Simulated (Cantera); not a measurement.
Charge: 1 mol HF, 7.1 mol H2O, 0.059 mol O2, at 13.0 mbar.

These are equilibrium values from Cantera (NASA tables, ideal gas, pure condensed phases), not measurements of a reactor. Candidate condensed phases: H2O; 22 gas species. Kinetics and transport are ignored.

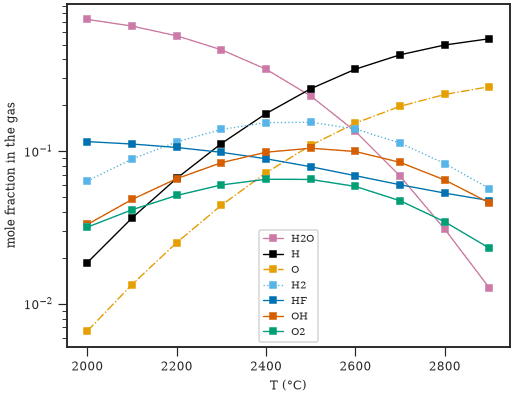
Equilibrium gas composition (values under 1e-9 drawn at 1e-9)

From 2000 °C to 2900 °C nothing is condensed.
